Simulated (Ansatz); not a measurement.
# Fields on a plane of BN (zinc blende)

```yaml
crystal:
  lattice:
    - [0.00000, 1.81236, 1.81236]
    - [1.81236, 0.00000, 1.81236]
    - [1.81236, 1.81236, 0.00000]
  atoms:
    - { symbol: N, position: [0.75000, 0.75000, 0.75000] }
    - { symbol: B, position: [0.00000, 0.00000, 0.00000] }
```

The slice is a {100} plane (indices of the conventional cell) through the point (0.000, 0.000, 0.000) (fractional), spanned by u = [100] and v = [0 1 -1] in vectors of this cell: u (2.56 Å) and v (2.56 Å, at 90° to u). It covers one period; positions are fractions (u, v).

Atoms on it: B at (0.00, 0.00). Other atoms lie within 1 Å of the plane.

All values below come from PBE (plane waves to 420 eV, PAW, scalar-relativistic; Ansatz, a quantum-chemistry and plane-wave program). k mesh 16×16×16. These are valence fields of a PAW run, semicore shells included where kept as valence: close to a nucleus they are smooth pseudo fields. BN was relaxed with its symmetry unable to fall.

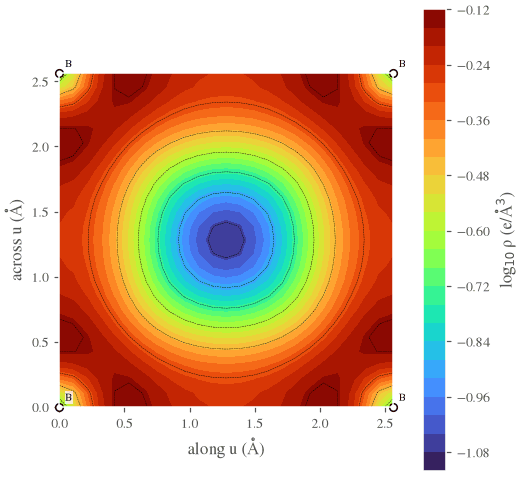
Log₁₀ of the valence density in e/Å³, one period of the plane, atoms marked. The scale is logarithmic, as a density can span decades between atoms and voids.

```
|xxx.-*%@@@@%%%@@@@%*-.xx|
|xx .-*%%%%%%%%%%%%%*=. x|
|...:=+#############+=:..|
|---==++**+++++++**++==--|
|***+++=============+++**|
|%%##+=--:::::::::--=+#%%|
|@@%#*=-:.........:-=*#%@|
|@@%#*=:..       ..:=*#%@|
|@@%#+=:.         .:=+#%@|
|@@%#+=:.         .:=+#%@|
|@%%#+=:.         .:=+#%%|
|%%%#+=:.         .:=+#%%|
|@%%#+=:.         .:=+#%%|
|@@%#+=:.         .:=+#%@|
|@@%#+=:.         .:=+#%@|
|@@%#*=:..       ..:=*#%@|
|@@%#*=-:.........:-=*#%@|
|%%##+=--:::::::::--=+#%%|
|***+++=============+++**|
|---==++**+++++++**++==--|
|...:=+#############+=:..|
|xx .-*%%%%%%%%%%%%%*=. x|
|xxx.-*%@@@@%%%@@@@%*-.xx|
|xxx.-*%@@@@@%@@@@@%*-.xx|
```
Scale: ten equal steps from 0.02 (start of ' ') to 0.69 (end of '@'), in the order ' .:-=+*#%@'. Values: electron localisation function (ELF). The map has 24 points along u (one character each, u = 0 at the left) and 24 along v (v = 0 in the bottom row). Points within 0.3 Å of a nucleus are blanked (x), as the pseudised field means little there.
